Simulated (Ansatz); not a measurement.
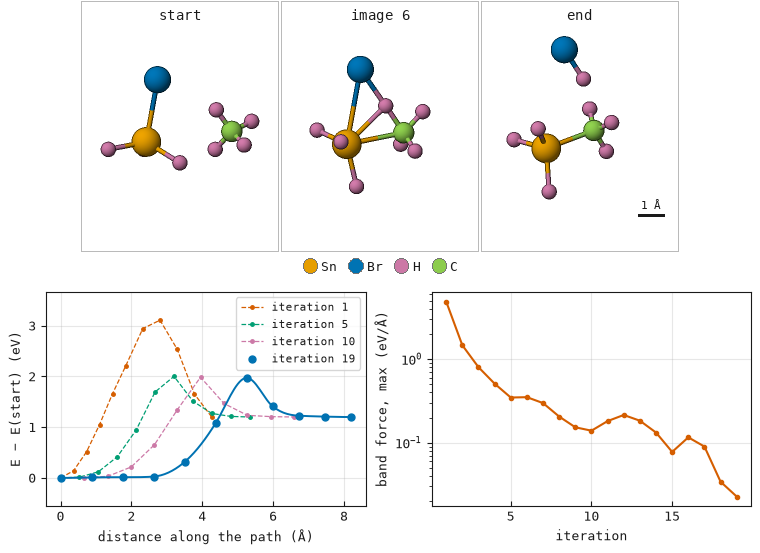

NEB run on CH$_{7}$BrSn, made up at the start of SnH3Br and CH4. Images are numbered from 0 (start) to 10 (end). The plot follows the band through its iterations. A ball-and-stick model, seen at a tilt.

Computed with UKS LDA/def2-SVP in Ansatz 0.2.0. Settings: 9 movable images; climbing image; force threshold 0.03 eV/Å; iteration limit 60; starting path through a guess of the saddle point.

Did the band converge, and can the barrier be trusted?

The result is final at these settings. The band converged in 19 iterations. The largest component of the band force went from 4.9 to 0.023 eV/Å. The climbing image converged on the top of the path. Its vibrational analysis gives one imaginary mode (697i cm⁻¹), as a transition state must have. The first iteration put the highest image at 3.11 eV. The energy climbs by 1.97 eV to image 6 and then falls by 0.77 eV, so the end point sits at +1.20 eV.

Limits of the set-up: the start holds two separate molecules, 2.8 Å apart at their closest, whose relative position is a soft coordinate and is computed without a dispersion correction.

Cost: 4.5 min on 4 threads of Arm Neoverse N1 (shared host), peak memory 0.19 GiB.
